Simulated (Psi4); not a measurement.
**SiF3 (trifluorosilyl): UCAM-B3LYP/aug-cc-pVDZ**

Aim: the vertical electron affinity of SiF3 (trifluorosilyl) at UCAM-B3LYP/aug-cc-pVDZ, from 2 runs. 

The results are computed with Psi4 1.11.

2 further runs of the same task are left out: 2 set aside as unsound or not needed.

### Step 1. The system as given

SiF3: 4 atoms, total charge 0, spin state doublet. SMILES: `F[Si](F)F`. The shape is that of a PBE0-D4/def2-TZVP optimisation.

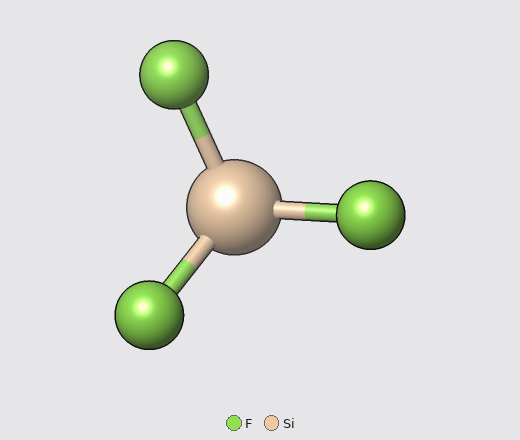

Viewed from a chosen angle; fluorine green, silicon light orange.

### Step 2. Energy and forces at UCAM-B3LYP/aug-cc-pVDZ

Contents of calc.py:

```python
import psi4

psi4.set_memory('2200 MB')
psi4.set_num_threads(1)
psi4.core.set_output_file('run.log', False)

mol = psi4.geometry("""
0 2
F      1.48315155    -0.95816673     2.17639758
Si    -0.53432006     0.40262505     0.44272504
F     -1.87887910    -1.68610813    -1.21762613
F      0.93004761     2.24164982    -1.40149648
units bohr
symmetry c1
""")

psi4.set_options({
    'basis': 'aug-cc-pVDZ',
    'reference': 'uks',
    'puream': True,
    'e_convergence': 1e-09,
    'd_convergence': 1e-08,
    'scf_type': 'pk',
    'dft_radial_points': 99,
    'dft_spherical_points': 590,
    'maxiter': 100,
})

energy_value, wavefunction = psi4.gradient('cam-b3lyp', molecule=mol, return_wfn=True)
print('gradient / Eh bohr^-1')
print(energy_value.np.round(6))
print(f'energy = {wavefunction.energy():.10f} Eh')
for k, v in sorted(psi4.core.scalar_variables().items()):
    print(f'{k:45s} {v:18.10f}')
```

Started as:

```sh
python calc.py
```

run.log, shortened:

```text
[...]
  Running in c1 symmetry.
[...]
  Nuclear repulsion =  176.798451345898798
[...]
  Multiplicity = 2
[...]
  Nalpha       = 21
  Nbeta        = 20
[...]
    Number of basis functions: 96
[...]
   @UKS iter   1:  -588.98886032108805   -4.75426e-01   6.58317e-03 DIIS/ADIIS
[...]
   @UKS iter  11:  -589.11975405790645   -6.13909e-12   5.47240e-09 DIIS
[...]
   @S^2 Observed:                7.510499306E-01
[...]
    Orbital Energies [Eh]
    ---------------------
    Alpha Occupied:
       1A    -66.369668     2A    -24.817964     3A    -24.817948
       4A    -24.817940     5A     -5.503201     6A     -3.862990
       7A     -3.862582     8A     -3.862582     9A     -1.339796
      10A     -1.310802    11A     -1.310780    12A     -0.692733
      13A     -0.616445    14A     -0.616428    15A     -0.588547
      16A     -0.559331    17A     -0.559323    18A     -0.533786
      19A     -0.533767    20A     -0.517047    21A     -0.343343
    Alpha Virtual:
      22A      0.028096    23A      0.028107    24A      0.034473
      25A      0.041183    26A      0.106272    27A      0.106305
[...]
  @UKS Final Energy:  -589.11975405790645
   => Energetics <=
    Nuclear Repulsion Energy =            176.7984513458987976
    One-Electron Energy =               -1170.2403553694016409
    Two-Electron Energy =                 443.7278737824018435
    DFT Exchange-Correlation Energy =     -39.4057238168054198
    Empirical Dispersion Energy =           0.0000000000000000
    VV10 Nonlocal Energy =                  0.0000000000000000
    Total Energy =                       -589.1197540579064480
[...]
 Multipole Moments:
 ------------------------------------------------------------------------------------
     Multipole            Electronic (a.u.)      Nuclear  (a.u.)        Total (a.u.)
 ------------------------------------------------------------------------------------
 L = 1.  Multiply by 2.5417464519 to convert [e a0] to [Debye]
 Dipole X            :          0.0261994           -0.3567990           -0.3305996
 Dipole Y            :         -0.0199286            0.2688580            0.2489294
 Dipole Z            :         -0.0218455            0.2956353            0.2737898
 Magnitude           :                                                    0.4962084
[...]
  -Total Gradient:
     Atom            X                  Y                   Z
    ------   -----------------  -----------------  -----------------
       1       -0.021121733028     0.014277868068    -0.017297490981
       2        0.023408067346    -0.017670170917    -0.019421199854
       3        0.013266957183     0.021801648140     0.017427747127
       4       -0.015484893688    -0.018433519511     0.019332380905
[...]
```

On the terminal:

```text
gradient / Eh bohr^-1
[[-0.021122  0.014278 -0.017297]
 [ 0.023408 -0.01767  -0.019421]
 [ 0.013267  0.021802  0.017428]
 [-0.015485 -0.018434  0.019332]]
energy = -589.1197540579 Eh
CURRENT ENERGY                                   -589.1197540579
CURRENT REFERENCE ENERGY                         -589.1197540579
DD SOLVATION ENERGY                                 0.0000000000
DFT FUNCTIONAL TOTAL ENERGY                      -589.1197540579
DFT TOTAL ENERGY                                 -589.1197540579
DFT VV10 ENERGY                                     0.0000000000
DFT XC ENERGY                                     -39.4057238168
GRID ELECTRONS ALPHA                               20.9999989111
GRID ELECTRONS BETA                                19.9999989265
GRID ELECTRONS TOTAL                               40.9999978375
NUCLEAR REPULSION ENERGY                          176.7984513459
ONE-ELECTRON ENERGY                             -1170.2403553694
PCM POLARIZATION ENERGY                             0.0000000000
PE ENERGY                                           0.0000000000
SCF ITERATION ENERGY                             -589.1197540579
SCF ITERATIONS                                     11.0000000000
SCF TOTAL ENERGY                                 -589.1197540579
TWO-ELECTRON ENERGY                               443.7278737824
XC GRID RADIAL POINTS                              99.0000000000
XC GRID SPHERICAL POINTS                          590.0000000000
XC GRID TOTAL POINTS                           228403.0000000000
```

It took 2 min on 1 thread of Intel Xeon at 2.50GHz (Skylake/Cascade Lake), shared host; peak memory 1.1 GiB.

### Step 3. The singlet anion, same level

Contents of input.inp:

```
memory 2200 mb

molecule {
  -1 1
  F      0.784850    -0.507040     1.151700
  Si    -0.282750     0.213060     0.234280
  F     -0.994260    -0.892250    -0.644340
  F      0.492160     1.186230    -0.741640
  symmetry c1
}

set globals {
  basis                aug-cc-pVDZ
  reference            rks
  puream               true
  e_convergence        1e-09
  d_convergence        1e-08
  scf_type             pk
  dft_radial_points    99
  dft_spherical_points 590
}

result, w = gradient('cam-b3lyp', return_wfn=True)
oeprop(w, 'LOWDIN_CHARGES', 'DIPOLE', 'QUADRUPOLE')
print_variables()
```

Started as:

```sh
psi4 -n 1 input.inp input.out
```

input.out, shortened:

```text
[...]
  Running in c1 symmetry.
[...]
  Nuclear repulsion =  176.798451223300987
[...]
  Multiplicity = 1
[...]
  Nalpha       = 21
  Nbeta        = 21
[...]
    Number of basis functions: 96
[...]
   @RKS iter   1:  -588.99726006632841   -4.83826e-01   7.32879e-03 ADIIS/DIIS
[...]
   @RKS iter  11:  -589.18361680021485   -1.77351e-11   5.73631e-09 DIIS
[...]
  @RKS Final Energy:  -589.18361680021485
   => Energetics <=
    Nuclear Repulsion Energy =            176.7984512233009866
    One-Electron Energy =               -1180.3349269923487554
    Two-Electron Energy =                 453.9125271526856409
    DFT Exchange-Correlation Energy =     -39.5596681838527644
    Empirical Dispersion Energy =           0.0000000000000000
    VV10 Nonlocal Energy =                  0.0000000000000000
    Total Energy =                       -589.1836168002149634
[...]
  -Total Gradient:
     Atom            X                  Y                   Z
    ------   -----------------  -----------------  -----------------
       1       -0.060766638495     0.042422463451    -0.021343238233
       2        0.099916161187    -0.075334341900    -0.082823201262
       3        0.010055022733     0.057842354564     0.050159978890
       4       -0.049135149543    -0.024954410165     0.054049249028
[...]
 Multipole Moments:
 ------------------------------------------------------------------------------------
     Multipole            Electronic (a.u.)      Nuclear  (a.u.)        Total (a.u.)
 ------------------------------------------------------------------------------------
 L = 1.  Multiply by 2.5417464519 to convert [e a0] to [Debye]
 Dipole X            :          1.1829742           -0.3567990            0.8261752
 Dipole Y            :         -0.8917092            0.2688580           -0.6228512
 Dipole Z            :         -0.9804068            0.2956353           -0.6847716
 Magnitude           :                                                    1.2407341
 L = 2.  Multiply by 1.3450342976 to convert [e a0^2] to [Debye ang]
 Quadrupole XX       :        -91.4543313           63.1802156          -28.2741158
 Quadrupole XY       :        -31.0824151           31.6025598            0.5201447
[...]
```

Wall time 1.7 min (1 thread of Intel Xeon at 2.50GHz (Skylake/Cascade Lake), shared host); peak memory 1.1 GiB.

### Step 4. Results

At UCAM-B3LYP/aug-cc-pVDZ:

| quantity | value |
| --- | --- |
| doublet SiF3: total energy | -589.11975 Eh |
| doublet SiF3: dipole moment | 1.26 D |
| doublet SiF3: HOMO energy (highest over α and β) | -9.34 eV |
| doublet SiF3: LUMO energy (lowest over α and β) | -2.82 eV |
| doublet SiF3: ⟨S²⟩ | 0.751 |
| doublet SiF3: largest force on an atom | 1.809 eV/Å |
| singlet anion: total energy | -589.18362 Eh |
| singlet anion: HOMO energy | -0.86 eV |
| singlet anion: LUMO energy | 4.43 eV |
| singlet anion: HOMO–LUMO gap (to an unbound level, set by the basis) | 5.30 eV |
| singlet anion: largest force on an atom | 7.716 eV/Å |
| vertical electron affinity (to the singlet anion) | 1.738 eV |

What this shows: At fixed nuclei the extra electron is bound by 1.74 eV (168 kJ/mol). The largest force (doublet SiF3) is 1.81 eV/Å: the shape isn't a stationary point for this species at this level.
